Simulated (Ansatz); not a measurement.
The reference is Na2Te in the anti-fluorite structure (space group Fm-3m, No. 225; a = 7.246 Å).

Now apply this change: an isotropic linear strain of −0.50 %; the atoms relax in the strained cell.

Computed with PBEsol (Ansatz, a first-principles code), no SOC.

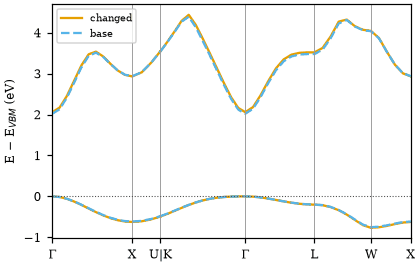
Figure: Highest valence and lowest conduction band along the path, each from its own valence-band maximum

The gap is 2.06 eV, direct at Γ; the base has 2.02 eV.

With Te present, leaving out spin-orbit coupling can change the band edges. Stability against distortions was not tested.
